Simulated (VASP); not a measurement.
Band structure of TiCo (space group Pm-3m). All values below come from LDA (Ceperley-Alder, Perdew-Zunger), VASP's LDA PAW potentials (set 64) (plane waves; VASP 6.6.1).

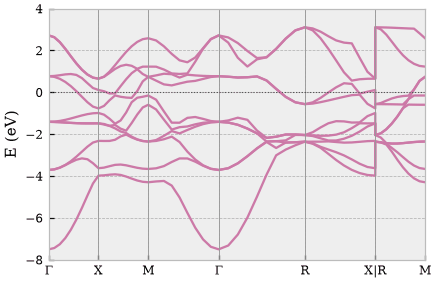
Bands along high-symmetry lines, zero at the valence-band maximum or, without a gap, the Fermi level

Read the plot: is there a gap, and where are the band edges?

It has no gap at this level: it comes out as a metal or semimetal.

The structure is a typed TiCo crystal (Pm-3m). The cell was not relaxed at this level. The run is not spin-polarised, so no magnetic state was tried. The electron count is odd and the run is not spin-polarised, which forces a metal.
